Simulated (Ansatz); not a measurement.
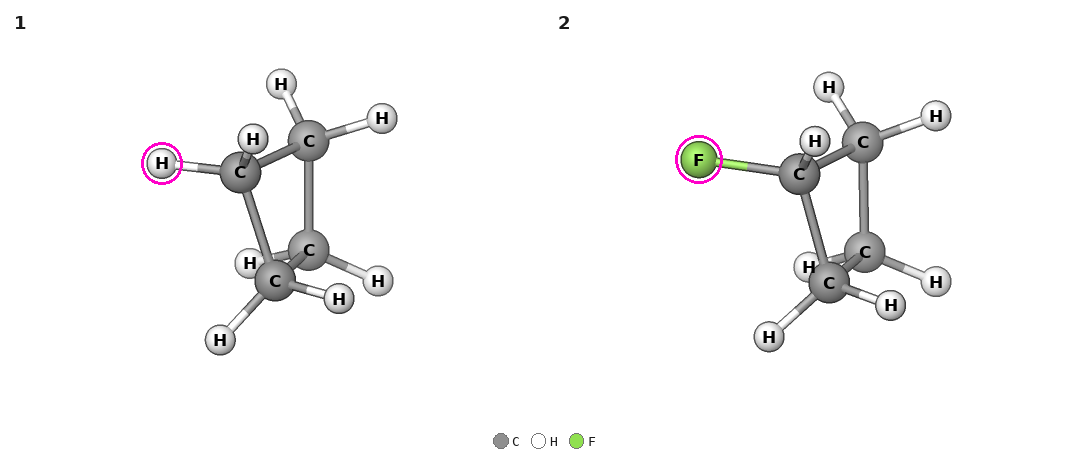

2 molecules with one skeleton, seen from the same side and at one scale; the atom that differs is circled. Charge 0, singlet. Computed geometries: PBE0-D4/def2-TZVP optimisations, one conformation each. Properties computed with Ansatz 0.2.0.

One atom differs, called X below: H in panel 1, F in panel 2. Their formulas are C4H8 (`C1CCC1`), C4H7F (`FC1CCC1`).

**In which is the HOMO–LUMO gap larger (r2SCAN-D4/def2-TZVPP)?**

In panel 1 (X = H).

**In which is the length of X–C larger (PBE0-D4/def2-TZVP)?**

In panel 2 (X = F).

Give the values. With PBE0-D4/def2-TZVP: length of X–C (Å), angle X–C–H (°), dipole moment (D). With r2SCAN-D4/def2-TZVPP: HOMO energy (Kohn–Sham orbital) (eV), HOMO–LUMO gap (eV).

```csv
quantity,1 (H),2 (F),2 − 1
length of X–C (Å),1.093,1.386,+0.293
angle X–C–H (°),108.6,107.0,−1.6
dipole moment (D),0.00,1.82,+1.82
HOMO energy (Kohn–Sham orbital) (eV),−7.46,−7.39,+0.07
HOMO–LUMO gap (eV),8.87,8.53,−0.34
```
